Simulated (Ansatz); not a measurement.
# ZrSeBr2: one candidate of a structure search, part 2 of 2

The task: take a trial cell of ZrSeBr2 to zero force and stress.

Ansatz 0.2.0; DFT PBE, scalar-relativistic, plane waves, PAW.

## Step 4: Final relaxation

The end of the coarse run is made exact in the group found at a tolerance of 0.06 Å and reduced to its primitive cell.

Input file input.yaml:

```yaml
crystal:
  lattice:
    - [5.4265506825, 0.0, 0.0]
    - [0.0, 5.4265506825, 0.0]
    - [0.0, 0.0, 5.1267297731]
  atoms:
    - { symbol: Zr, position: [0.0, 0.0, 0.0] }
    - { symbol: Se, position: [0.0, 0.0, 0.5] }
    - { symbol: Br, position: [0.5, 0.0, 0.0] }
    - { symbol: Br, position: [0.0, 0.5, 0.0] }
basis:
  ecutwfc: 420
kpoints:
  mp_grid: { grid: [8, 8, 8] }
hamiltonian:
  xc: pbe
scf:
  occupations: { method: gaussian, width: 0.02 }
output:
  forces: true
  stress: true
  eigenvalues: true
  write_density: true
  write_potential: true
  elf: true
  volumetric_format: npy
relax:
  adjacent_minimum: "off"
  f_tol: 0.01
  max_steps: 80
  cell: { stress_tol: 0.05 }
```

The run is started by

```
$ ansatz run input.yaml --threads 1 --pin off --max-ram 2048MiB --backend cpu --events-out ev --progress --plain --runs-dir out
```

The log of the run, shortened:

```text
Warning: RAYON_NUM_THREADS=1 ignored (pool sized by the plan → 1); use --threads N
[...]
Pseudopotentials: kind: paw
Pseudopotential: Zr, paw, valence charge 12, recommended cutoff 420 eV (normal), Zr.paw.azcp
Pseudopotential: Se, paw, valence charge 16, recommended cutoff 420 eV (normal), Se.paw.azcp
Pseudopotential: Br, paw, valence charge 7, recommended cutoff 420 eV (normal), Br.paw.azcp
Functional definition: PBE
[...]
Crystal: 4 atoms, lattice volume = 150.969 Å³
Basis set: ecut = 420 eV, 2973 PW (Γ), exchange–correlation on 80×80×72 points (8 copies of the dense FFT grid, shifted against one another)
Bands: 26, of which v1, the nominal top of the filled ones, is band 21 counted from 1 (20 counted from 0)
Symmetry: 16 space group operations
Space group: P4/mmm (ITA 123), of the structure as read, at distance tolerance 5.3e-5 Å
k-points: 75 of 512
[...]
SCF iter   1: F=—  HF=-15223.712059 eV  |F-HF|=—  |Δ(HF+E_count)|=         —  Δρ=2.40e-3  dr2=7.68e-3  ethr=1.77e-3  ⟨swp⟩=7.1  Hψ=9410  notcnv=0
[...]
WARN: The input density's exchange-correlation potential varies sharply where the density is thin. Do not read a vacuum level from v_tot or v_xc, or from such a field of the output density. On a cell that repeats whose density bears no net charge and no dipole along the vacuum's axis use [...]
  atom   4  Br    -0.00000000     0.00000000     0.00000000
[...]
--- Stress (GPa, compression-positive) ---
        0.000586      -0.000000       0.000000
       -0.000000       0.000586      -0.000000
        0.000000      -0.000000      -0.003392
  P = ⅓ Tr σ = -0.0007 GPa (-0.007 kbar)
--- Band table (eV; the first three rows and the last of 75) ---
[... band rows left out ...]
[...]
--- Relaxed structure (3 steps of the walk, 3 accepted, 1 SCFs on fresh bases) ---
  F+E_penalty+E_count = -15223.71150012 eV   max|allowed force component| = 5.300e-31 eV/Å   (the final SCF, on the basis selected at the relaxed cell)
  cell:  # Å, volume = 150.4770 Å³
    - [5.424067394048768, 1.2267281049338049e-33, -1.766488471104679e-33]
    - [1.4230046017232136e-33, 5.424067394048768, -2.4534562098676094e-34]
    - [-1.8543207623492575e-33, -2.317900952936572e-34, 5.114697345567019]
  atoms:
    - { symbol: Zr, position: [-1.1229532480576327e-35, 1.601248150008106e-35, 4.649947722963591e-36] }
    - { symbol: Se, position: [1.414089275331833e-35, 1.8438615060699402e-35, 0.5] }
    - { symbol: Br, position: [0.5, -4.4363585108449697e-35, -1.2225602198639964e-35] }
    - { symbol: Br, position: [-1.2858507871277205e-35, 0.5, 4.06297207351651e-36] }
```

It took 83 s on 1 thread of Arm Neoverse V1, shared host; peak memory 0.56 GiB.

The steps of the relaxation:

```csv
step,energy from step 1 (eV/cell),largest force component (eV/Å),pressure (GPa),volume (Å³)
1,0.0000,0.0000,-0.17,150.97
2,-0.0003,0.0000,0.13,150.11
3,-0.0005,0.0000,0.00,150.48
4,-0.0004,0.0000,0.00,150.48
```

Step 1 is the start. Step 4 repeats the geometry before it on a plane-wave basis chosen anew for that cell, so its energy need not be comparable with the rows above.

|  | before | after | change |
| --- | --- | --- | --- |
| a (Å) | 5.427 | 5.424 | 0.0 % |
| b (Å) | 5.427 | 5.424 | 0.0 % |
| c (Å) | 5.127 | 5.115 | -0.2 % |
| volume (Å³/atom) | 37.74 | 37.62 | -0.3 % |
| shortest distance (Å) | 2.563 | 2.557 | -0.2 % |
| space group (0.01 Å) | P4/mmm | P4/mmm | same |

Forces and stress were held to the start's 16 operations: a distortion of lower symmetry was not tested.

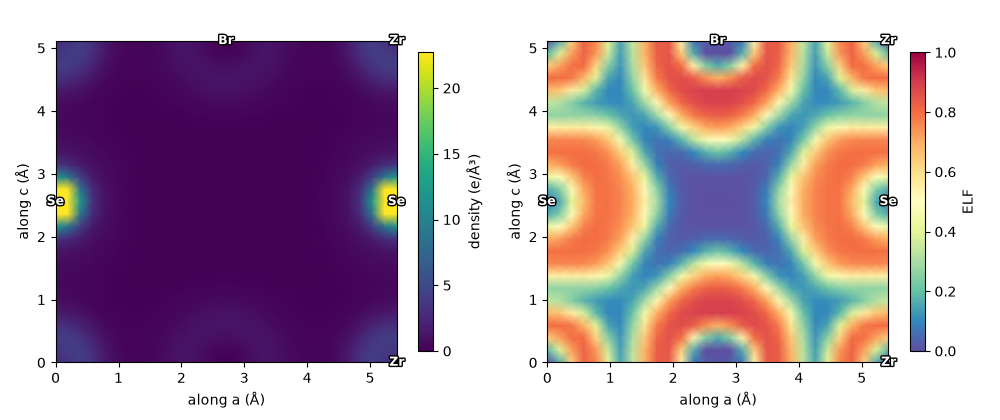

Density (left) and ELF (right) in a lattice plane of the grid's cell (edges 5.42 and 5.11 Å, at 0.000 of the third edge), which holds Zr and Se and Br. Only atoms in the plane are labelled; the density scale stops at 22.72 e/Å³. Both are smooth fields of the valence electrons: close to the nuclei they are not physical.

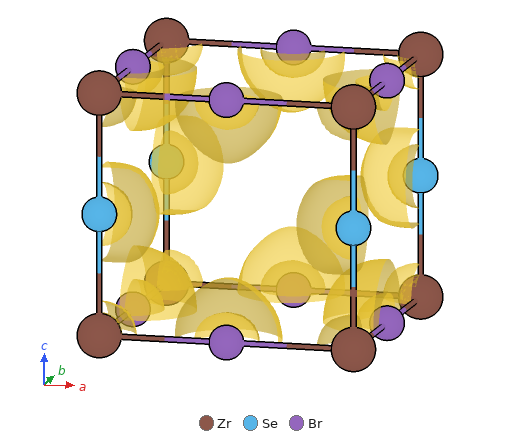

Surface of ELF = 0.75, drawn in one cell.

Maxima of ELF outside the ion cores: 0.90 in the shell around Br, 0.9 Å from Br; 0.81 in the shell around Se, 0.9 Å from Se.

## Step 5: Variant: occupations.method tetrahedron, width left out

Input file input.yaml:

```yaml
crystal:
  lattice:
    - [5.424067394, 0.0, 0.0]
    - [0.0, 5.424067394, 0.0]
    - [0.0, 0.0, 5.1146973456]
  atoms:
    - { symbol: Zr, position: [0.0, 0.0, 0.0] }
    - { symbol: Se, position: [0.0, 0.0, 0.5] }
    - { symbol: Br, position: [0.5, 0.0, 0.0] }
    - { symbol: Br, position: [0.0, 0.5, 0.0] }
basis:
  ecutwfc: 420
kpoints:
  mp_grid: { grid: [8, 8, 8] }
hamiltonian:
  xc: pbe
scf:
  occupations: { method: tetrahedron }
output:
  forces: true
  eigenvalues: true
  stress: true
```

The run is started by

```
$ ansatz run input.yaml --threads 1 --pin off --max-ram 2048MiB --backend cpu --events-out ev --progress --plain --runs-dir out
```

The log of the run, shortened:

```text
Warning: output.forces, output.stress, relax.cell or npt_langevin: where a Kohn–Sham band that disperses or a degenerate level is filled in part under the method tetrahedron, the forces or the stress that this run publishes need not agree with its energy (scf.occupations.method in the [...]
Warning: RAYON_NUM_THREADS=1 ignored (pool sized by the plan → 1); use --threads N
[...]
[... 5 set-up lines as earlier in the session ...]
[...]
Crystal: 4 atoms, lattice volume = 150.477 Å³
Basis set: ecut = 420 eV, 2973 PW (Γ), exchange–correlation on 80×80×72 points (8 copies of the dense FFT grid, shifted against one another)
Bands: 26, of which v1, the nominal top of the filled ones, is band 21 counted from 1 (20 counted from 0)
[... 1 set-up line as earlier in the session ...]
[...]
SCF iter   7: F=-15223.711500 eV  HF=-15223.711500 eV  |F-HF|=2.98e-7  |Δ(HF+E_count)|=   1.09e-6  Δρ=4.73e-6  dr2=8.48e-8  ethr=2.38e-10  ⟨swp⟩=5.0  Hψ=9973  notcnv=0
[...]
SCF converged after 7 iterations
Stability not checked: this state was not tested for a lower state beside it, because cold or Methfessel-Paxton smearing, or corrected tetrahedra, fill the levels in a way that the test cannot read (fill_not_monotonic; see scf.lower_state_search)
Free energy (F): -15223.711500 eV
[...]
E sigma→0 (E₀):  -15223.711500 eV
Fermi energy:    2.868849 eV
[...]
--- Forces (eV/Å), atoms counted from 1 ---
  atom   1  Zr    -0.00000000     0.00000000     0.00000000
  atom   2  Se     0.00000000     0.00000000     0.00000000
  atom   3  Br    -0.00000000    -0.00000000    -0.00000000
  atom   4  Br    -0.00000000     0.00000000     0.00000000
[...]
--- Stress (GPa, compression-positive) ---
        0.000844       0.000000       0.000000
        0.000000       0.000844       0.000000
        0.000000       0.000000      -0.003119
  P = ⅓ Tr σ = -0.0005 GPa (-0.005 kbar)
--- Band table (eV; the first three rows and the last of 75) ---
[... band rows left out ...]
[...]
```

It took 18 s on 1 thread of Arm Neoverse V1, shared host; peak memory 0.52 GiB.

| run | ending | energy change | pressure (GPa) | gap (eV) | force (eV/Å) | cycles | time |
| --- | --- | --- | --- | --- | --- | --- | --- |
| step 4 | converged | 0 | 0.0 | 0.57 | 0.00 | - | 83 s |
| variant | converged | 0.0 meV/atom (σ→0) | 0.0 | 0.57 | 0.00 | 7 | 18 s |

The changed input (smearing) leaves the energy the same to the digits printed.

## Step 6: Results

The summary covers parts 1 to 2. Changes of volume or cell count from the first structure of part 1.

| quantity | value |
| --- | --- |
| symmetry at the end (tolerance 0.02 Å) | space group P4/mmm (No. 123) |
| conventional cell | a = 5.424 Å, b = 5.424 Å, c = 5.115 Å, α = 90.00°, β = 90.00°, γ = 90.00° |
| volume | 37.62 Å³/atom |
| energy over the elements | -1.11 eV/atom |
| gap on the mesh | 0.57 eV |

**Reading.** The space group P4/mmm (No. 123) is kept, and the volume per atom shrinks by 10.4 % from the first guess. It lies below the elements, which doesn't yet make it stable: competing phases were not computed in this session. No finished test with a distortion of lower symmetry is shown, so the end may be a saddle point.
